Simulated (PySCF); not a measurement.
## C₄H₉FOSi: a changed input and its effect

System: C₄H₉FOSi.
Method of the first run: GIAO PBE0/pcSseg-1 NMR shielding, non-relativistic, gas phase (PySCF 2.14.0).

The geometry comes from this level: GFN2-xTB. Text and figures count atoms from 1; the logs count them from 0 in places.

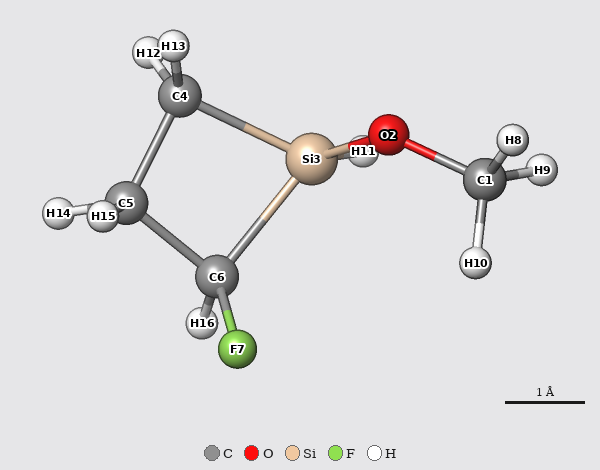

Fig. 1: The input geometry (ball-and-stick view, seen at a tilt; atoms are numbered from 1 in the order of the input). Bond lengths as drawn: C–C 1.54 Å, C–F 1.39 Å, C–H 1.09 Å, C–O 1.40 Å, C–Si 1.90 to 1.94 Å, H–Si 1.46 Å and O–Si 1.61 Å.

### Input, the first run
```
{"job": {"kind": "nmr", "xc": "PBE0", "basis": "pcSseg-1"}, "charge": 0, "multiplicity": 1}
C      2.597655     0.804860    -0.420841
O      1.243112     0.672081    -0.755084
Si     0.217221    -0.545763    -0.506756
C     -1.557536     0.063749    -0.806060
C     -1.908676    -0.058025     0.692956
C     -0.620921    -0.704646     1.231645
F     -0.059269     0.026986     2.271330
H      2.933397     1.775401    -0.786101
H      3.188311     0.014863    -0.888593
H      2.732628     0.756853     0.660611
H      0.690228    -1.821716    -1.044249
H     -2.159401    -0.597726    -1.422824
H     -1.678622     1.071016    -1.194828
H     -2.794976    -0.661337     0.880006
H     -2.051011     0.917459     1.153523
H     -0.779741    -1.705111     1.641949
```

The first line tells a small driver script what to run in PySCF; the rest is the geometry in Å.

Command:
```bash
OMP_NUM_THREADS=1 python <driver script> task.json out
```

Hardware: 1 CPU thread, shared host.

### Output (the first run)
```
coarse grid: 13720 points
cycle   1  E = -621.6891815863  dE =  8.188e-01  |g| = 7.880e-01  |ddm| = 3.502e+00
cycle   2  E = -621.5357555532  dE =  1.534e-01  |g| = 1.217e+00  |ddm| = 1.631e+00
cycle   3  E = -621.8004848881  dE = -2.647e-01  |g| = 1.177e-01  |ddm| = 1.128e+00
cycle   4  E = -621.8028328663  dE = -2.348e-03  |g| = 5.143e-02  |ddm| = 1.352e-01
cycle   5  E = -621.8034074969  dE = -5.746e-04  |g| = 6.091e-03  |ddm| = 4.652e-02
cycle   6  E = -621.8034147143  dE = -7.217e-06  |g| = 1.948e-03  |ddm| = 6.775e-03
final grid: 127920 points
cycle   7  E = -621.8627057824  dE = -3.022e-05  |g| = 1.138e-02  |ddm| = 2.344e-02
cycle   8  E = -621.8626767243  dE =  2.906e-05  |g| = 1.688e-02  |ddm| = 1.918e-02
cycle   9  E = -621.8627312911  dE = -5.457e-05  |g| = 1.433e-03  |ddm| = 1.224e-02
cycle  10  E = -621.8627317160  dE = -4.249e-07  |g| = 2.353e-04  |ddm| = 1.387e-03
cycle  11  E = -621.8627317273  dE = -1.132e-08  |g| = 6.609e-05  |ddm| = 2.544e-04
cycle  12  E = -621.8627317282  dE = -9.140e-10  |g| = 2.382e-05  |ddm| = 6.962e-05
converged SCF energy = -621.8627317282

GIAO shielding tensors (ppm)
atom      isotropic    diamagn.    paramagn.     s11        s22        s33       span
  0 C      132.279     241.154    -108.875    105.411    106.239    185.186     79.776
  1 O      321.825     397.595     -75.769    275.377    335.949    354.150     78.773
  2 Si     350.429     879.969    -529.540    301.302    353.568    396.419     95.117
  3 C      172.420     254.873     -82.454    148.410    175.851    192.999     44.589
  4 C      155.829     252.446     -96.617    131.530    157.198    178.758     47.227
  5 C       87.682     250.260    -162.578     46.791     80.859    135.396     88.605
  6 F      400.639     474.499     -73.860    330.189    385.887    485.841    155.653
  7 H       27.559      27.106       0.452     23.352     25.257     34.066     10.714
  8 H       27.879      27.293       0.587     23.946     25.512     34.179     10.233
  9 H       27.626      28.542      -0.916     22.846     26.353     33.681     10.835
 10 H       26.222      29.483      -3.262     22.939     24.586     31.141      8.202
 11 H       30.576      30.968      -0.393     26.531     28.731     36.465      9.934
 12 H       30.090      31.579      -1.489     26.637     27.376     36.258      9.620
 13 H       29.008      30.280      -1.272     24.852     27.835     34.336      9.484
 14 H       29.316      31.237      -1.921     25.942     27.960     34.046      8.104
 15 H       26.598      30.946      -4.348     23.485     27.284     29.023      5.538
```

The input of the second run differs as follows (lines with − go, lines with + come):
```diff
-"xc": "PBE0"
-"basis": "pcSseg-1"
+"xc": "X3LYP"
+"basis": "6-31++G**"
+"pop": true
+"scf": {"aux": "def2-qzvpp-jkfit"
+"guess": "atom"}
```

Predict how the results change.

The total energies belong to different models, so their difference says nothing on which is more stable or more accurate. The HOMO goes from −7.29 to −7.17 eV. The LUMO goes from 0.37 to −0.36 eV. Of all shieldings, the largest change is that of Si3, by +46.4 ppm. The functional changes from PBE0 to X3LYP. The SCF takes 11 iterations against 12. The basis functions go from 171 to 184.

### Output (the second run)
```
final grid: 127920 points
cycle   1  E = -621.6689871839  dE =  1.973e+00  |g| = 1.520e+00  |ddm| = 5.086e+00
cycle   2  E = -620.8744565368  dE =  7.945e-01  |g| = 2.325e+00  |ddm| = 7.923e+00
cycle   3  E = -622.2236004016  dE = -1.349e+00  |g| = 2.787e-01  |ddm| = 7.057e+00
cycle   4  E = -622.2336783792  dE = -1.008e-02  |g| = 1.670e-01  |ddm| = 5.686e-01
cycle   5  E = -622.2392432058  dE = -5.565e-03  |g| = 2.900e-02  |ddm| = 2.644e-01
cycle   6  E = -622.2394468542  dE = -2.036e-04  |g| = 9.087e-03  |ddm| = 7.200e-02
cycle   7  E = -622.2394642707  dE = -1.742e-05  |g| = 2.328e-03  |ddm| = 1.220e-02
cycle   8  E = -622.2394652587  dE = -9.880e-07  |g| = 8.597e-04  |ddm| = 4.393e-03
cycle   9  E = -622.2394653833  dE = -1.246e-07  |g| = 1.730e-04  |ddm| = 8.898e-04
cycle  10  E = -622.2394653902  dE = -6.888e-09  |g| = 2.375e-05  |ddm| = 3.616e-04
cycle  11  E = -622.2394653903  dE = -1.314e-10  |g| = 1.110e-05  |ddm| = 6.125e-05
converged SCF energy = -622.2394653903

GIAO shielding tensors (ppm)
atom      isotropic    diamagn.    paramagn.     s11        s22        s33       span
  0 C      142.296     239.311     -97.015    115.250    117.780    193.857     78.607
  1 O      319.511     396.418     -76.906    285.706    328.091    344.738     59.032
  2 Si     396.873     877.212    -480.340    353.912    403.314    433.391     79.479
  3 C      179.228     254.439     -75.211    155.163    182.255    200.267     45.104
  4 C      162.953     249.335     -86.382    138.233    163.842    186.785     48.552
  5 C       97.171     246.544    -149.373     56.219     91.222    144.072     87.853
  6 F      401.771     467.566     -65.794    338.491    383.501    483.322    144.831
  7 H       27.831      27.042       0.789     23.814     25.696     33.983     10.169
  8 H       28.041      26.843       1.199     24.193     25.713     34.218     10.025
  9 H       27.783      27.355       0.427     23.165     26.444     33.739     10.574
 10 H       26.318      28.712      -2.394     22.995     24.845     31.112      8.117
 11 H       30.704      32.233      -1.529     26.773     29.190     36.149      9.376
 12 H       30.311      31.919      -1.607     26.945     27.920     36.069      9.124
 13 H       29.142      30.133      -0.990     25.070     28.292     34.066      8.996
 14 H       29.459      30.578      -1.119     26.159     28.301     33.916      7.757
 15 H       26.572      30.707      -4.135     23.654     27.030     29.031      5.377
```

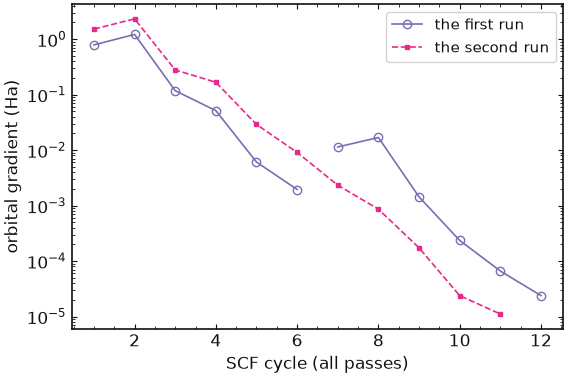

Fig. 2: Convergence of the two runs: orbital gradient against the SCF cycle. A break in a curve parts two SCF passes (coarse and final grid). The first run takes 12 cycles in all, and the second run takes 11.

### The two runs side by side

| quantity | the first run | the second run |
| --- | --- | --- |
| outcome | converged | converged |
| total energy (hartree) | −621.862732 | −622.239465 |
| HOMO (eV) | −7.29 | −7.17 |
| LUMO (eV) | 0.37 | −0.36 |
| dipole moment (D) | 1.61 | 1.63 |
| shielding of C1 (ppm) | 132.3 | 142.3 |
| shielding of O2 (ppm) | 321.8 | 319.5 |
| shielding of Si3 (ppm) | 350.4 | 396.9 |
| shielding of C4 (ppm) | 172.4 | 179.2 |
| shielding of C5 (ppm) | 155.8 | 163.0 |
| shielding of C6 (ppm) | 87.7 | 97.2 |
| shielding of F7 (ppm) | 400.6 | 401.8 |
| SCF iterations | 12 | 11 |
| basis functions | 171 | 184 |
| wall time (shared host) | 21 s | 28 s |
